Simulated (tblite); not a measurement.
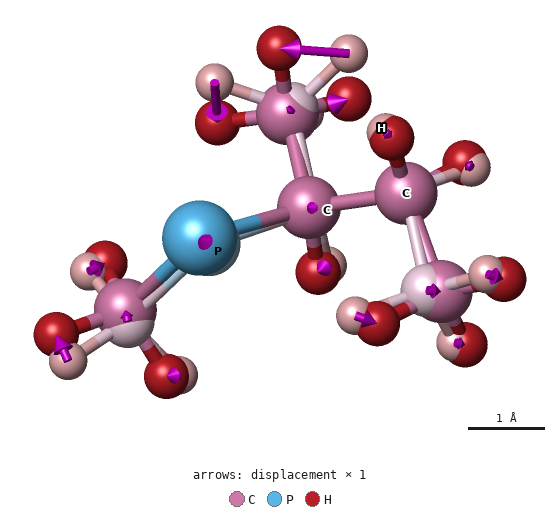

This is a relaxation of C5H12P (charge −1). The starting structure is drawn faded, the final one solid; purple arrows show the displacements, at their true length. The two geometries are superimposed by the best rigid fit.

The picture is a ball-and-stick view, seen at a tilt.

The calculation used tblite, GFN2-xTB geometry optimisation, gas phase. 

Which element moves most?

Hydrogen: up to 0.96 Å, against 0.26 Å for phosphorus.

What happened in the run?

An H atom moves most after the best rigid fit: 0.96 Å. Largest moves by element: H 0.96 Å, P 0.26 Å, C 0.20 Å. Among the contacts that change: C–P 1.813 → 1.895 Å, C–P 1.795 → 1.864 Å, C–H 1.119 → 1.094 Å, C–C 1.526 → 1.520 Å. Among the angles between lasting bonds that change: C–P–C 106.3° → 95.6°, P–C–H 114.5° → 107.0°, C–C–H 105.9° → 111.6°. Groups turn about C–C by about 55°. After 97 geometry steps the energy has fallen by 15.9 kcal/mol.
